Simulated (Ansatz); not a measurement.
```xyz
12

Si   -1.0318    0.5278    0.3941
F     0.6036   -2.4800   -0.3325
H    -2.1329   -0.0806   -0.3995
H    -1.4719    1.8435    0.9309
N    -0.6364   -0.4842    1.7234
H     0.8888   -1.7737   -0.8671
Si    0.7404    0.9437   -1.1061
H    -0.2908   -1.4132    1.5318
H    -0.1861   -0.0849    2.5308
H     1.9047    1.5926   -0.4440
H     1.2717   -0.3460   -1.6733
H     0.3409    1.7550   -2.2884
```

The product side of a reaction path; geometry: PBE0-D4/def2-TZVP.

All numbers below come from Ansatz, RKS PBE0-D4/def2-TZVPP.

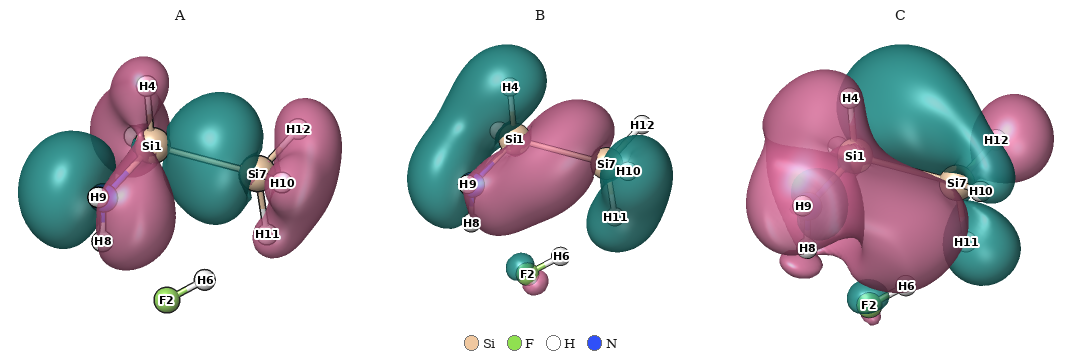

H$_{7}$NSi$_{2}$···HF. Three frontier orbitals at ±0.06 Å⁻³ᐟ² (teal and pink are the two phases), in no order.

> Which picture is the HOMO−1, the HOMO and the LUMO?

B is the HOMO−1 (−9.20 eV). By Hirshfeld shares it lies mainly on Si1 (about 30 %), N5 (about 25 %), Si7 (about 20 %) and H4 (about 10 %). A is the HOMO (−7.17 eV). It lies mainly on N5 (about 45 %), Si7 (about 20 %) and Si1 (about 15 %). C is the LUMO (−0.28 eV). By Hirshfeld shares it lies mainly on Si1 (about 35 %), Si7 (about 25 %), N5 (about 10 %) and H12 (about 5 %).

> What is the HOMO–LUMO gap?

6.89 eV between the orbital energies.
